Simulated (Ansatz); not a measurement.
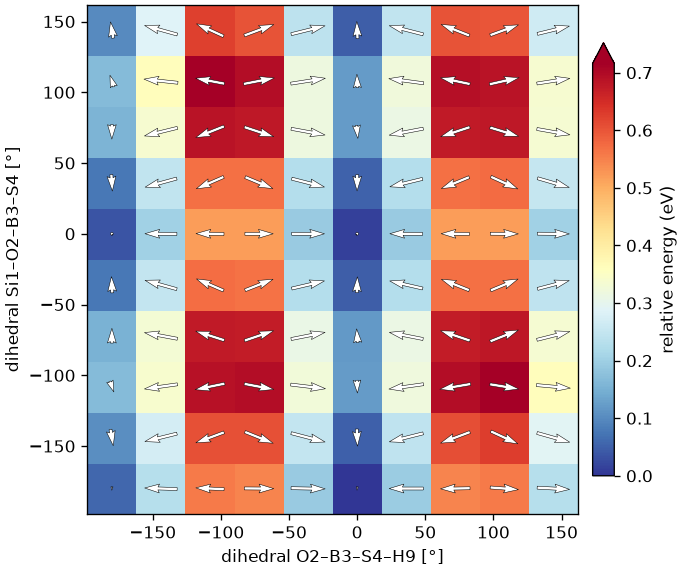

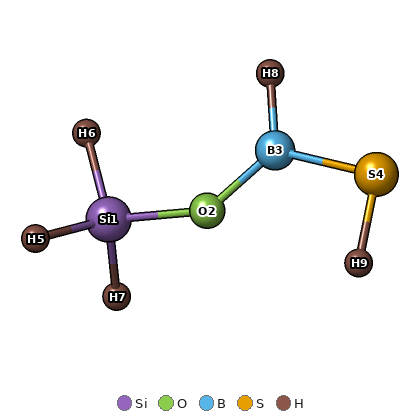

Energy landscape of BH₅OSSi, SMILES [SiH3]OBS. First axis: dihedral O2–B3–S4–H9. Second axis: dihedral Si1–O2–B3–S4. Nothing is relaxed (all other coordinates rigid). Grid: 10 × 10 points. All energies are given in eV relative to the lowest grid point. Computed with RKS PBE0-D4/def2-TZVP (Ansatz 0.2.0).

The picture shows one coloured cell a grid point, arrows along the force (downhill), their lengths compressed, one colour for all values above the top of the scale. The second picture is the structure at the lowest point.

> Summarise what can be read from the map.

The lowest grid point is at dihedral O2–B3–S4–H9 = 0°, dihedral Si1–O2–B3–S4 = −180°. Other grid points that lie below all their neighbours: dihedral O2–B3–S4–H9 = 0°, dihedral Si1–O2–B3–S4 = 0° (0.012 eV higher); dihedral O2–B3–S4–H9 = −180°, dihedral Si1–O2–B3–S4 = 0° (0.036 eV higher); dihedral O2–B3–S4–H9 = −180°, dihedral Si1–O2–B3–S4 = −180° (0.06 eV higher). The highest grid point, dihedral O2–B3–S4–H9 = 108°, dihedral Si1–O2–B3–S4 = −108°, lies 0.72 eV above the lowest.

Each point was launched as `ansatz run input.yaml --threads 1 --pin off --max-ram 2560MiB --backend cpu --events-out ev --progress --plain --runs-dir out`. The whole map (100 points run) took 8.9 min on 1 thread of INTEL(R) XEON(R) PLATINUM 8581C CPU @ 2.10GHz (Emerald Rapids) (shared host).
